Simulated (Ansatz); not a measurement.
# Ge$_{4}$Te$_{3}$: what the fields show

The calculation's input:

```
crystal:
  periodic: [false, false, false]
  atoms:
    - {symbol: Ge, position_ang: [2.276152, -0.713105, 0.098756]}
    - {symbol: Ge, position_ang: [-1.476832, 0.954377, -2.097065]}
    - {symbol: Ge, position_ang: [0.800722, 1.196156, -1.040049]}
    - {symbol: Ge, position_ang: [-1.241198, -0.925659, 1.341605]}
    - {symbol: Te, position_ang: [-1.319822, 1.742834, 0.541199]}
    - {symbol: Te, position_ang: [-0.236590, -1.414398, -1.281989]}
    - {symbol: Te, position_ang: [1.197558, -0.840194, 2.437543]}
basis:
  gaussian: {orbitals: def2-TZVP, initial_orbitals: start.molden}
hamiltonian: {xc: pbe0, dispersion: d4}
scf: {omitted_lower_state_checks: [starts]}
output: {forces: true, orbitals: {seedname: orbitals}}
```

Run with:

```sh
ansatz run in.yaml --threads 4 --pin off --events-out ev --progress --plain --max-ram 4787MiB
```

Geometry: PBE0-D4/def2-SVP; core potentials replace the inner electrons of Te.

All numbers below come from RKS PBE0-D4/def2-TZVP (Ansatz).

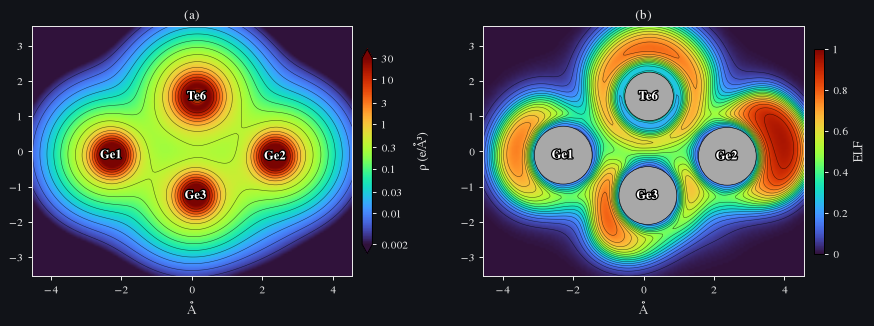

Figure 1. (a) electron density; (b) ELF on the plane of atoms Ge1, Te6 and Ge2. Grey discs cover the atomic cores in the ELF map.

Question: What does the map show?

Answer: Atoms in the plane: Ge and Te.
Ge–Ge (2.52 Å): ρ at the midpoint is about 0.43 e/Å³; the ELF peaks at about 0.65 between the atoms.
Ge–Te (2.82 Å): ρ at the midpoint is about 0.34 e/Å³; the ELF reaches about 0.60 near the midpoint.
Ge–Te (2.95 Å): the density is about 0.28 e/Å³ at the midpoint; the ELF peaks at about 0.65 in the valence shell of Te, 1.3 Å from its nucleus, and is about 0.60 at the midpoint.
The ELF also peaks beside Ge3, away from the bonds: lone-pair regions.

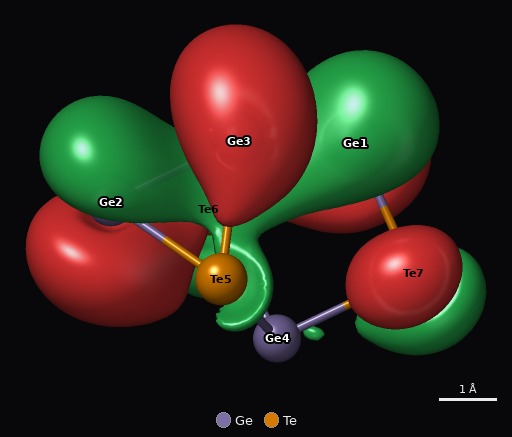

Figure 2. One frontier orbital at ±0.06 Å⁻³ᐟ² (green and red are the two phases), seen at a tilt.

Question: Which orbital is it: HOMO or LUMO?

Answer: The LUMO, at −2.96 eV. It lies mainly on Ge1 (about 25 %), Ge3 (about 25 %), Ge2 (about 20 %), Te6 (about 10 %) and Te7 (about 10 %).

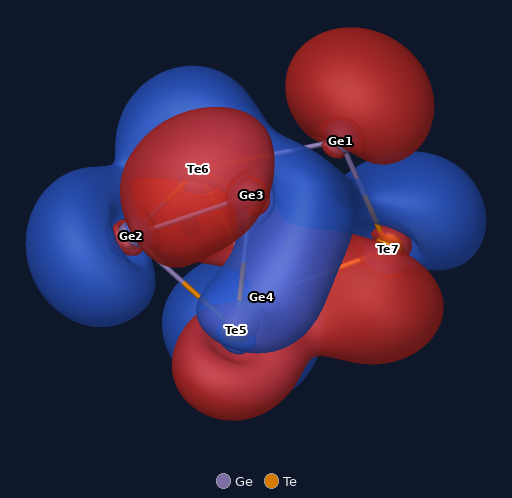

Figure 3. The HOMO at ±0.04 Å⁻³ᐟ² (red and blue are the two phases), seen at a tilt.

Question: Describe this orbital and give its energy.

Answer: By Hirshfeld shares it lies mainly on Te7 (about 20 %), Ge4 (about 20 %), Ge3 (about 15 %), Ge1 (about 15 %), Ge2 (about 15 %) and Te6 (about 15 %). Its energy is −5.69 eV.
